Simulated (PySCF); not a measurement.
C4H9ClOSi

```yaml
atoms:
  - { symbol: C, position_ang: [2.1589, 0.9930, -0.2347] }
  - { symbol: O, position_ang: [1.7282, -0.3426, -0.3677] }
  - { symbol: C, position_ang: [0.5893, -0.6171, 0.3767] }
  - { symbol: C, position_ang: [-0.3106, -1.7013, -0.1005] }
  - { symbol: C, position_ang: [-0.7665, -0.2668, -0.1984] }
  - { symbol: Si, position_ang: [-2.1295, 0.4140, 0.8987] }
  - { symbol: Cl, position_ang: [-1.8079, 2.3927, 1.1342] }
  - { symbol: H, position_ang: [2.4376, 1.2153, 0.8023] }
  - { symbol: H, position_ang: [3.0293, 1.1039, -0.8779] }
  - { symbol: H, position_ang: [1.3783, 1.6968, -0.5454] }
  - { symbol: H, position_ang: [0.7290, -0.4938, 1.4512] }
  - { symbol: H, position_ang: [-0.0326, -2.2024, -1.0144] }
  - { symbol: H, position_ang: [-0.7695, -2.3436, 0.6351] }
  - { symbol: H, position_ang: [-0.7162, 0.1381, -1.2039] }
  - { symbol: H, position_ang: [-3.4369, 0.2334, 0.2722] }
  - { symbol: H, position_ang: [-2.0884, -0.2109, 2.2193] }
```

Geometry: GFN2-xTB.

Computed with PySCF 2.14.0, PBE0/pcSseg-1, SCF density, gas phase, non-relativistic.

Q: What will maps of the electron density and electron localisation function show?

A: C–C (1.51 Å): the density is about 1.6 e/Å³ at the midpoint; the ELF peaks at about 0.85 between the atoms: a covalent bond.
C–H (1.08 Å): ρ is about 2 e/Å³ halfway; the ELF climbs to about 1 towards the hydrogen, as it does in any bond to H (an ordinary covalent bond to hydrogen).

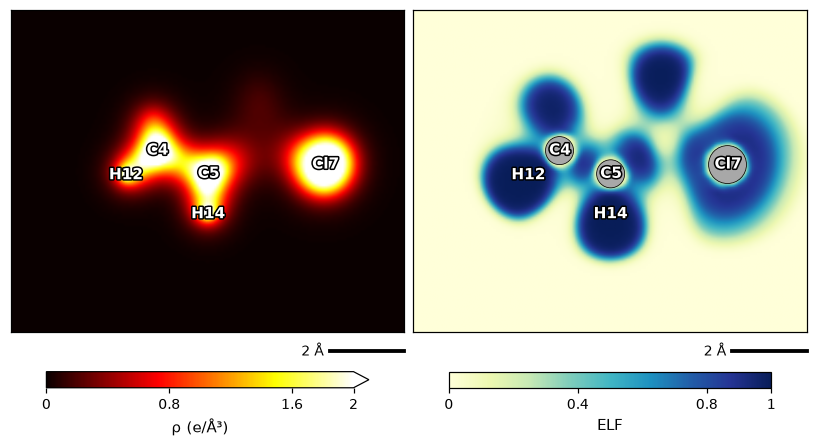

Computed electron density and electron localisation function on the plane of atoms C4, C5 and H14, in this order. Grey discs cover the atomic cores in the ELF map. 
